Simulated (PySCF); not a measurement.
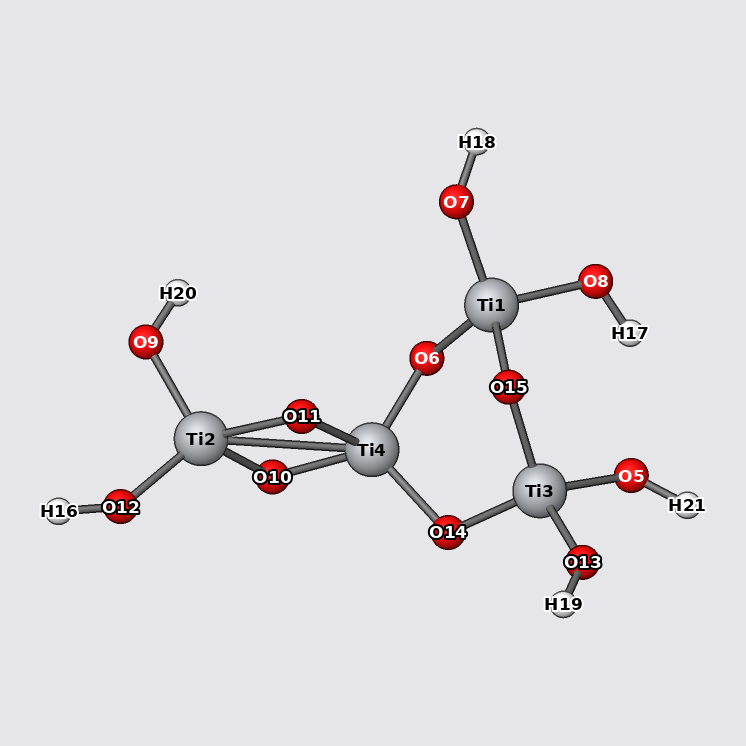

The questions are on isotropic NMR shieldings of the H atoms. Charge 0, singlet. Computed geometry: GFN2-xTB optimisation. No frequency run is at hand to confirm it as a minimum. Level of theory: GIAO KT3/pcSseg-1 NMR shielding, non-relativistic, gas phase (PySCF 2.14.0).

List the isotropic NMR shieldings of the H atoms.

| atom | σ (ppm) |
| --- | --- |
| H16 | 24.98 |
| H17 | 21.21 |
| H18 | 24.34 |
| H19 | 25.46 |
| H20 | 22.16 |
| H21 | 23.63 |

The geometry is semi-empirical. Around Ti such bond lengths and angles can be off by a tenth of an ångström or more and by several degrees, and values that hang on the shape move with them.
